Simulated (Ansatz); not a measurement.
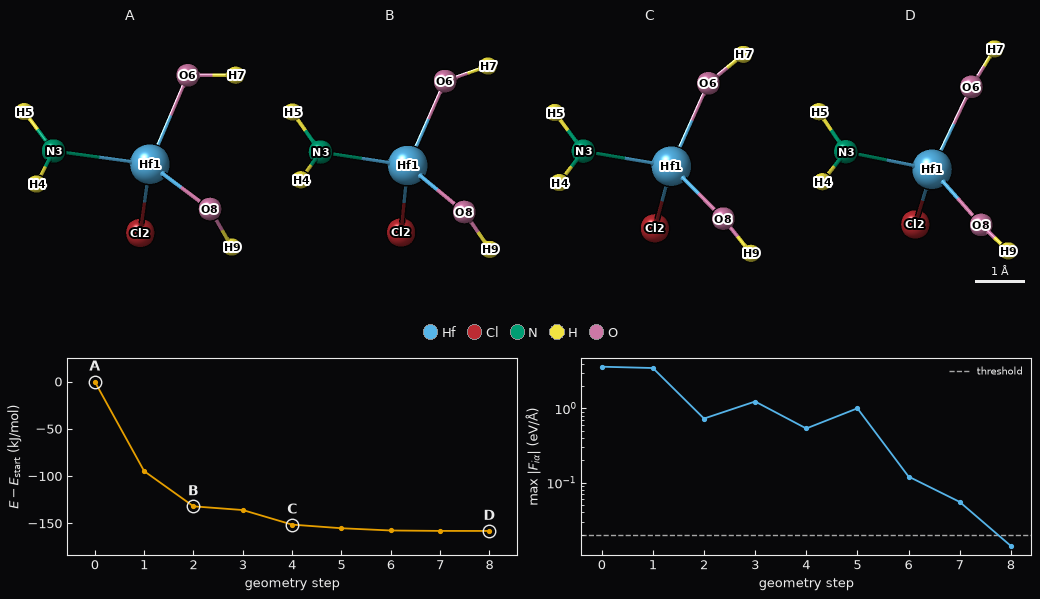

Frames of a relaxation of HfNH$_{4}$O$_{2}$Cl, marked on the history of the run. A ball-and-stick model, seen at a tilt.

The run prepares the start of a later molecular dynamics calculation, from a guessed geometry.

All numbers below come from Ansatz, RHF/def2-SVP. Settings: no spin polarisation; force threshold 0.02 eV/Å; at most 40 steps.

Describe the path.

Over 8 geometry steps the energy falls by 158.0 kJ/mol. Largest force component: 3.6 eV/Å at the start, 0.014 eV/Å at the end. The atom that moves furthest after the best rigid fit is H7 (0.75 Å). By element the largest moves are H 0.75 Å, O 0.47 Å, N 0.26 Å, Cl 0.23 Å, Hf 0.13 Å. Near-neighbour distances that change, for instance: Hf1–N3 2.210 → 2.044 Å, Hf1–O6 2.069 → 1.927 Å, Hf1–Cl2 2.520 → 2.424 Å, O6–H7 1.010 → 0.939 Å. Among the angles between lasting bonds that change: Hf1–O8–H9 109.5° → 175.2°, Hf1–O6–H7 109.5° → 174.3°, H4–N3–H5 120.0° → 108.1°. From step 0 to 2: H7 moves most (0.25 Å), energy −131.9 kJ/mol. From step 2 to 4: H7 moves most (0.31 Å), energy −19.3 kJ/mol. From step 4 to 8: H9 moves most (0.24 Å), energy −6.69 kJ/mol.

| step | E − E(0), kJ/mol | largest force component, eV/Å |
| --- | --- | --- |
| 0 | 0.00 | 3.6366 |
| 1 | -94.65 | 3.4909 |
| 2 | -131.92 | 0.7300 |
| 3 | -135.84 | 1.2383 |
| 4 | -151.27 | 0.5372 |
| 5 | -155.10 | 1.0026 |
| 6 | -157.49 | 0.1213 |
| 7 | -157.93 | 0.0553 |
| 8 | -157.96 | 0.0142 |

Limits of the set-up: Hartree-Fock leaves out electron correlation.
